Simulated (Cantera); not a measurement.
Charge: 1 mol borazine, 0.76 mol H2O, 7.3 mol H2, at 0.100 bar.

Equilibrium computed with Cantera from the NASA thermochemical tables; the gas is ideal and each condensed phase is pure. Candidate condensed phases: B, BN, B2O3, B3O3H3, H2O; 39 gas species. The feed counts by its element totals alone. Mutual solubility and eutectic melting of coexisting phases are not modelled. Gases not in the tables: H3BO3. Equilibrium is a limit: real reactors are often held back by kinetics, nucleation or transport.

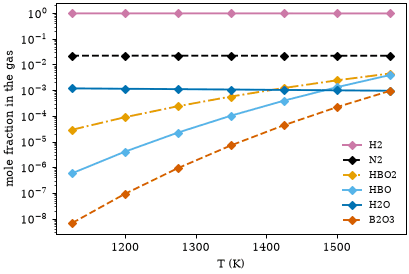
Figure: Equilibrium gas composition (values under 1e-9 drawn at 1e-9)

From 1125 K to 1575 K the condensed part is BN(s) + B2O3(l).
